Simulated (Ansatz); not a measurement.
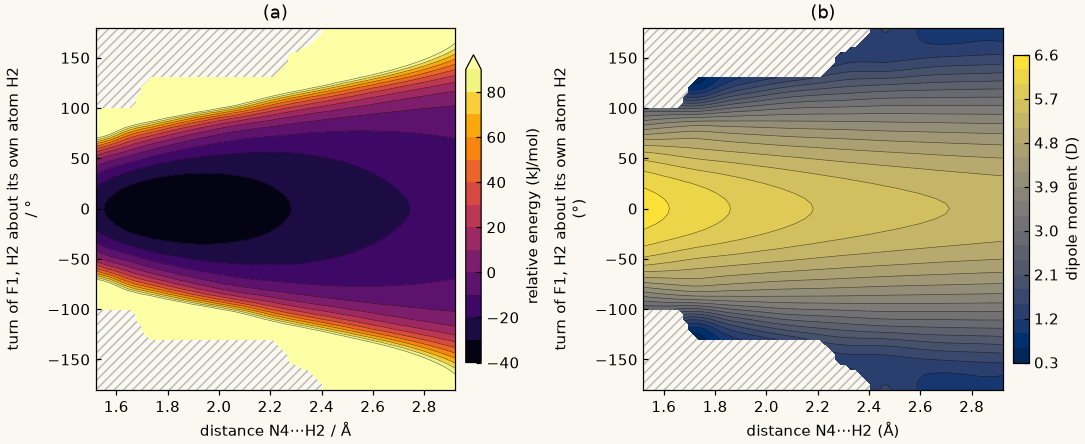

The pair FH···CHN. The turn is about an axis along (0.31, −0.95, 0.05) in the frame of the relaxed pair, normal to the line between the partners. The first coordinate is: distance N4···H2; the second: turn of F1, H2 about its own atom H2. The grid has 13 × 12 points; 115 points were computed and 10 follow by symmetry. At 31 points there is no value (left out of the scan, as a rule where atoms come close). Points are written as (first, second). All energies are given in kJ/mol relative to the two partners far apart, frozen as in the relaxed pair, each in its own basis (no counterpoise correction). Computed with RKS wB97X-V/def2-SVPD (Ansatz).

Panel (a) is the energy; panel (b) is the computed dipole moment, in D.

The picture shows filled contours, one colour for all values above the top of the scale, hatched blanks where no value was computed. Between grid points the surface is interpolated.

> How does the dipole moment vary over the map, and what is it at the lowest grid point?

Leaving out the highest fifth of the energies, it runs from 1.06 D at (2.920 Å, −180°) to 6.45 D at (1.520 Å, 0°). At the lowest grid point, (1.821 Å, 0°), it is 6.04 D.

| second ↓, first → | 1.520 | 1.564 | 1.634 | 1.721 | 1.821 | 1.931 | 2.051 | 2.179 | 2.314 | 2.456 | 2.605 | 2.760 | 2.920 |
| --- | --- | --- | --- | --- | --- | --- | --- | --- | --- | --- | --- | --- | --- |
| 150 | – | – | – | – | – | – | – | – | 1.35 | 1.41 | 1.48 | 1.55 | 1.60 |
| 120 | – | – | – | 0.75 | 1.31 | 1.77 | 2.09 | 2.31 | 2.45 | 2.54 | 2.60 | 2.64 | 2.66 |
| 90 | 3.42 | 3.49 | 3.58 | 3.66 | 3.71 | 3.75 | 3.77 | 3.77 | 3.77 | 3.76 | 3.75 | 3.74 | 3.72 |
| 60 | 5.24 | 5.21 | 5.16 | 5.10 | 5.03 | 4.96 | 4.89 | 4.83 | 4.77 | 4.71 | 4.66 | 4.62 | 4.58 |
| 30 | 6.15 | 6.10 | 6.01 | 5.90 | 5.79 | 5.68 | 5.58 | 5.48 | 5.39 | 5.31 | 5.25 | 5.19 | 5.13 |
| 0 | 6.45 | 6.38 | 6.28 | 6.17 | 6.04 | 5.92 | 5.81 | 5.70 | 5.61 | 5.52 | 5.45 | 5.38 | 5.32 |
| −30 | 6.15 | 6.10 | 6.01 | 5.90 | 5.79 | 5.68 | 5.58 | 5.48 | 5.39 | 5.31 | 5.25 | 5.19 | 5.13 |
| −60 | 5.24 | 5.21 | 5.16 | 5.10 | 5.03 | 4.96 | 4.89 | 4.83 | 4.77 | 4.71 | 4.66 | 4.62 | 4.58 |
| −90 | 3.42 | 3.49 | 3.58 | 3.65 | 3.71 | 3.75 | 3.77 | 3.77 | 3.77 | 3.76 | 3.75 | 3.74 | 3.72 |
| −120 | – | – | – | 0.75 | 1.31 | 1.76 | 2.09 | 2.31 | 2.45 | 2.54 | 2.60 | 2.64 | 2.66 |
| −150 | – | – | – | – | – | – | – | – | 1.35 | 1.41 | 1.48 | 1.55 | 1.60 |
| −180 | – | – | – | – | – | – | – | – | – | 1.52 | 1.15 | 1.06 | 1.06 |
